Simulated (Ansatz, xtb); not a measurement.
## A ladder of methods for GaHClO (SMILES [O][GaH][Cl])

GaHClO: 4 atoms, total charge 0, spin state doublet. SMILES: `[O][GaH][Cl]`. The coordinates come from a PBE0-D4/def2-TZVP relaxation.

Quantity: the dipole moment, in D. The values are calculated.

| level | kind | program | value (D) | CPU time |
| --- | --- | --- | --- | --- |
| GFN2-xTB | semi-empirical | xtb | 3.67 | under 2 s |
| GFN0-xTB | semi-empirical | xtb | 2.47 | under 2 s |
| GFN1-xTB | semi-empirical | xtb | 5.08 | under 2 s |
| UHF/STO-3G | Hartree–Fock | Ansatz | 2.34 | 5.9 s |
| UHF/3-21G | Hartree–Fock | Ansatz | 2.87 | 2.5 s |
| UHF/def2-SVP | Hartree–Fock | Ansatz | 2.25 | 6.8 s |
| UPBE/def2-SVPD | GGA | Ansatz | 2.07 | 17 s |
| U-r2SCAN/def2-SVP | meta-GGA | Ansatz | 1.93 | 26 s |
| UB3LYP/6-31G* (spherical functions) | global hybrid | Ansatz | 2.03 | 17 s |
| UPBE0/def2-SVP | global hybrid | Ansatz | 1.96 | 16 s |

All-electron rows without a relativistic Hamiltonian named are non-relativistic. The values span 1.93 to 5.08 D. Spin contamination of the reference (⟨S²⟩ at least 0.1 too high) touches UHF/STO-3G. Sets without polarisation functions give poor dipoles. Without the sets that lack polarisation functions the rows with a basis span only 1.93 to 2.25 D. Times are those of the runs behind each value, whatever else they computed, on shared processors of several kinds: orders of magnitude only.

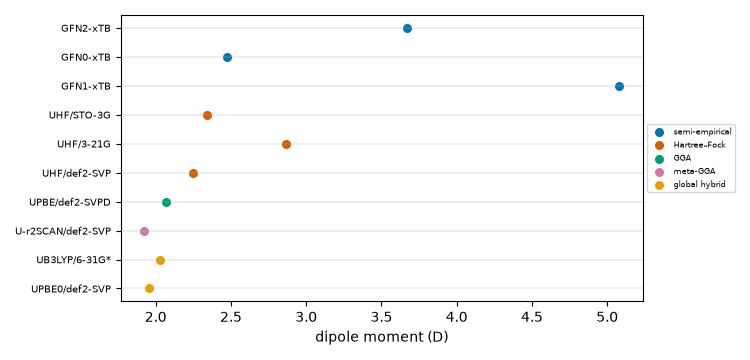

The values of the table, level by level.
